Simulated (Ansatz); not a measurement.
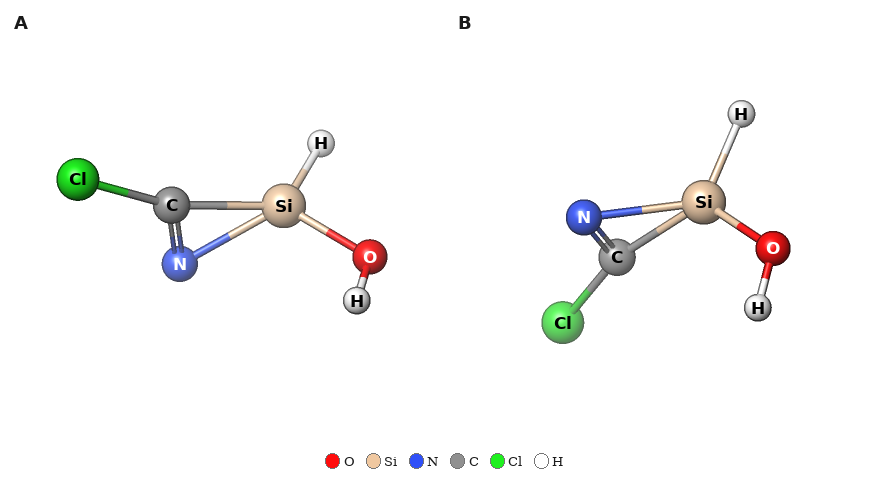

Atoms fade into the background with distance from the viewer. The geometry was computed by an optimisation with PBE-D4/def2-SVP. No frequency run is at hand to confirm it as a minimum.

Q: Can A be turned into B by a rotation alone?

A: No. They are enantiomers, mirror images that no rotation superimposes: A is O[Si@H]1N=C1Cl (R), B is O[Si@@H]1N=C1Cl (S). Their energies are equal.
